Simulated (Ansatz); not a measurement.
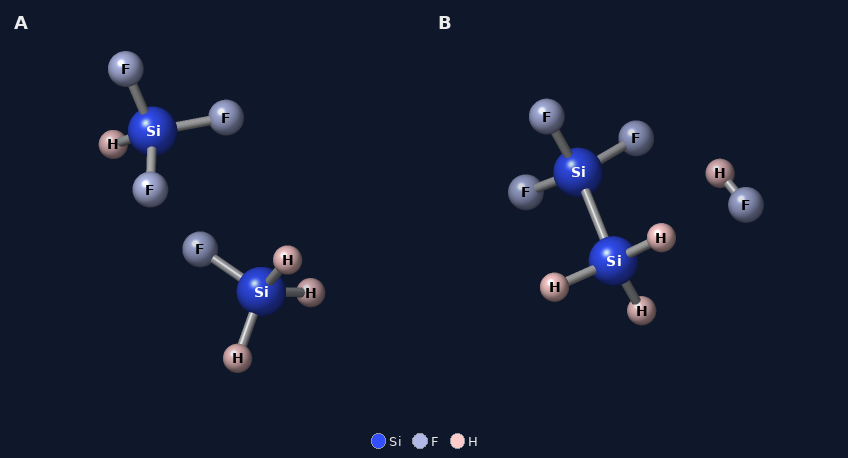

2 stationary structures of one formula. Geometries: PBE0-D4/def2-TZVP. Electronic energies: B3LYP-D4/6-31G (Ansatz 0.2.0), without zero-point energy. Each is one conformer, not always the lowest.

**Rank them by energy, lowest first.**

A is lowest (a minimum); B lies 10.7 kcal/mol above it (a minimum).

Give E(B) − E(A) in kcal/mol at these levels too: CCSD(T)/CBS (MP2 limit from def2-TZVPP and def2-QZVPP plus CCSD(T) − MP2); ωB97M-V/def2-SVP; RHF-CCSD(T) (frozen core)/def2-TZVPP; PBE-QIDH (frozen core)/def2-TZVPP; CAM-B3LYP-D4/def2-TZVPP; direct RPA on PBE orbitals (frozen core)/def2-TZVPP; B97M-V/def2-TZVPP; PBE-D4/def2-TZVPP.

```
                                                                    level  E(B) − E(A) (kcal/mol)
CCSD(T)/CBS (MP2 limit from def2-TZVPP and def2-QZVPP plus CCSD(T) − MP2)                   +31.0
                                                         ωB97M-V/def2-SVP                   +28.8
                                     RHF-CCSD(T) (frozen core)/def2-TZVPP                   +31.4
                                        PBE-QIDH (frozen core)/def2-TZVPP                   +30.1
                                                  CAM-B3LYP-D4/def2-TZVPP                   +32.2
                      direct RPA on PBE orbitals (frozen core)/def2-TZVPP                   +32.5
                                                        B97M-V/def2-TZVPP                   +30.5
                                                        PBE-D4/def2-TZVPP                   +24.1
```
